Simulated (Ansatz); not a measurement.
**[SF3]+ (SMILES F[S+](F)F): methods side by side**

[SF3]+ has 4 atoms, charge +1, and is taken as a singlet. As SMILES, `F[S+](F)F`. The shape is that of a PBE0-D4/def2-TZVP optimisation.

| atom | x (Å) | y (Å) | z (Å) |
| --- | --- | --- | --- |
| F | 0.6230 | 0.1910 | 1.1678 |
| S | 0.4328 | -0.0586 | -0.3017 |
| F | -0.5454 | -1.1975 | -0.2386 |
| F | -0.5104 | 1.0650 | -0.6274 |

Each level gives the vertical electron affinity (to the doublet neutral) (eV). The values are calculated.

The electron affinity is E(neutral) − E(anion): positive where the electron is bound.

```tsv
level	kind	program	value (eV)	less CCSD(T)/6-311+G**	CPU time (all runs)
SVWN5/6-311+G**	LDA	Ansatz	6.42	+0.49	5 s
BLYP/6-311+G**	GGA	Ansatz	6.19	+0.26	13 s
PBE/6-311+G**	GGA	Ansatz	6.30	+0.37	9.7 s
BHLYP/6-311+G**	global hybrid	Ansatz	6.52	+0.59	32 s
r2SCAN0/6-311+G**	hybrid meta-GGA	Ansatz	6.57	+0.64	45 s
wB97X/6-311+G**	range-separated hybrid	Ansatz	6.40	+0.47	2.1 min
PBE-QIDH/6-311+G**	double hybrid	Ansatz	6.38	+0.45	28 s
RPA@PBE0/6-311+G**	RPA	Ansatz	6.01	+0.08	29 s
MP2/6-311+G**	perturbation theory	Ansatz	5.93	0.00	6.6 s
CCSD(T)/6-311+G**	coupled cluster or CI	Ansatz	5.93	0.00	50 s
```

Differences are taken from CCSD(T)/6-311+G** for orientation; it has basis-set and higher-order errors of its own. The values span 5.93 to 6.57 eV. CPU times are rough (shared hosts, several kinds of processor): they show what a rung costs within a factor of a few.

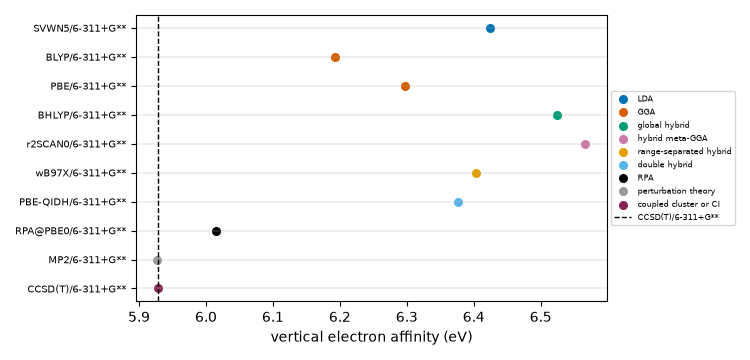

The values of the table, level by level.
